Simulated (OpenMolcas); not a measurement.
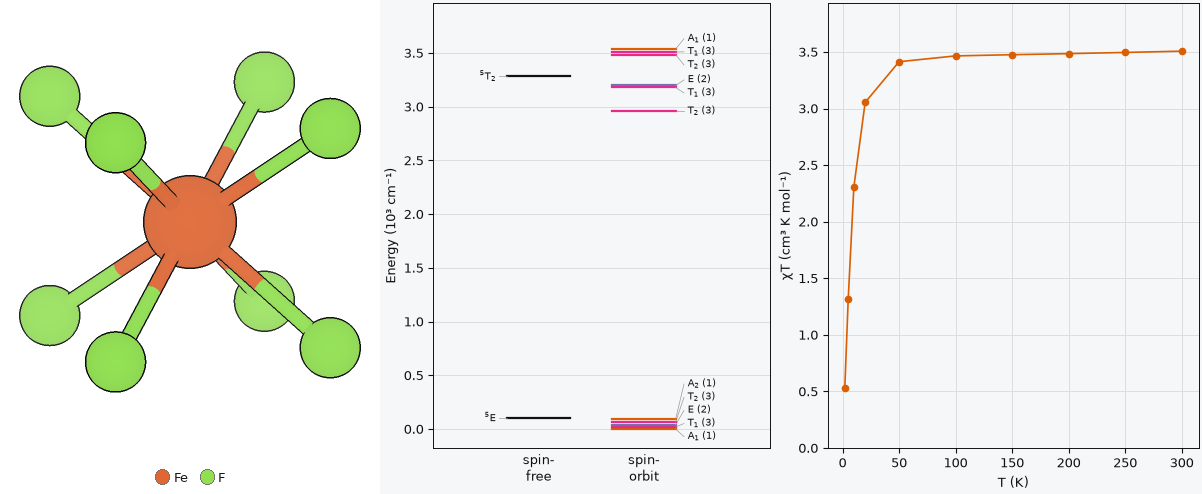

Fe²⁺ (3d⁶) as a dopant in SrF₂, a cluster with its 8 nearest F⁻ at 2.328 Å (cube) embedded in model potentials and point charges; the geometry was set, not optimised, and its levels and susceptibility. Labels give the representation in O, Td, D4 or D3 as the site allows (double group for half-integer spin) where it could be assigned and, in brackets, the degeneracy; spin-free states, where drawn, share the zero of the spin-orbit levels. The calculation used state-averaged CASSCF, active space 6 electrons in the shell 3d, basis ANO-RCC-VTZP on the metal and ANO-RCC-VDZP on the ligands, DKH2 scalar Hamiltonian, spin-orbit coupling by RASSI with atomic mean-field integrals (OpenMolcas). Powder susceptibility by Van Vleck's formula.

### Give the ground level, the first gap and the ligand-field bands.

The ground level is A₁, non-degenerate, 100 % from states of spin multiplicity 5. The next level lies at 20 cm⁻¹ (T₁). The lowest spin-free state is ⁵E, from the free-ion D term; of the same spin there follows at 3,180 cm⁻¹ (⁵T₂) above it. A ligand-field fit to the spin-free states gives |10Dq| = 2,850 cm⁻¹, B = 1,170 and C = 4,350 cm⁻¹ (rms misfit 60 cm⁻¹). χT is 0.529 cm³ K mol⁻¹ at 2 K and 3.51 at 300 K, an effective moment of 5.30 μB. The active orbitals hold 98 to 99 % metal character (Löwdin), and the Mulliken charge of the metal is +1.86.

Note: orbital doublet at a regular site, Jahn-Teller distortion not allowed for; small active space favours high spin, ground spin may be wrong; the geometry is set by hand, with no relaxation and no charge compensation.
